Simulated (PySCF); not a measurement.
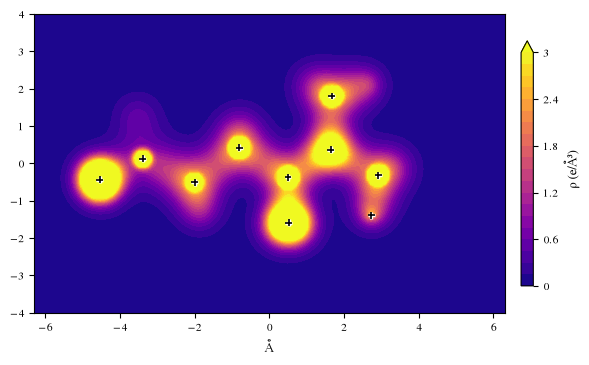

The electron density on a plane through atoms (crosses mark nuclei in the plane).

These are results of PBE0/pcSseg-1, SCF density, gas phase, non-relativistic in PySCF, not measurements.

Candidates:
A. C$_{3}$H$_{11}$FSi$_{3}$ (SMILES F[C@H]1[SiH2]CC[SiH2][SiH2]1)
B. C$_{4}$H$_{14}$N$_{2}$OSi$_{2}$
C. C$_{5}$H$_{10}$BF$_{2}$NO (SMILES CN(C)C(=O)CCB(F)F)

### Which system is this?

Candidate C: C$_{5}$H$_{10}$BF$_{2}$NO on the plane of atoms N2, C4 and C6, which holds C, N, O, B, F and H. C–O (1.22 Å): ρ is about 3.2 e/Å³ halfway. B–F (1.32 Å): the density is about 2.3 e/Å³ at the midpoint.
